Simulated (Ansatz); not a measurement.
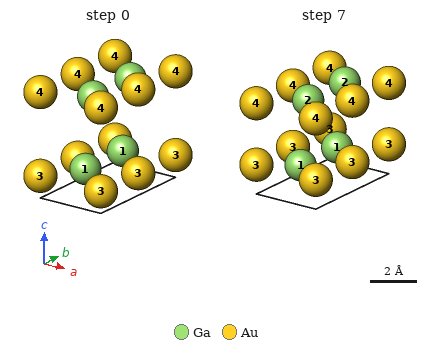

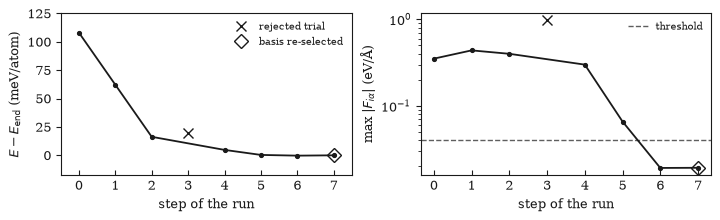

First and last geometry of a relaxation of a free-standing layer of GaAu (a generated structure, set up in P-3m1) (coarse preliminary run), with the history of the run. Style: spheres-only. Shown: the 1 × 2 repeat of the cell, outlined in the plane, without the vacuum, slightly off an axis.

Level of theory: Ansatz, DFT PBE+D3(BJ), scalar-relativistic, plane waves, PAW. Set-up: plane-wave cutoff 420 eV; k-point mesh 6 × 6 × 1; occupations gaussian; smearing width 0.1 eV; no spin polarisation; cell and atoms relaxed; force threshold 0.04 eV/Å; at most 70 steps.

What do the curves and the structures tell?

Answer. It converged. The energy falls by 108 meV per atom in 5 accepted moves (7 points after the start). Largest force component: 0.35 eV/Å at the start, 0.019 eV/Å at the end. The line search rejected the trial step at point 3 of the run. At 1 point the geometry stayed and the basis and grid were re-selected for the new cell (energy shift of 0.3 meV per atom at most each time). The largest moves relative to the cell and the layer's centre, 0.50 Å, are those of Au3 and Au4. Au3 goes along the normal (+c). Largest moves by element: Au 0.50 Å, Ga 0.18 Å. In the plane the drawn cell goes a 4.369 → 4.284 Å (−1.9 %), b 8.738 → 8.569 Å (−1.9 %). Near-neighbour distances that change, for instance: Au3–Au4 3.780 → 2.773 Å, Ga1–Au3 2.523 → 2.495 Å. New bonds form, among them: Au3–Au4 (3.78 → 2.77 Å). The program noted that it reset the height of the cell.
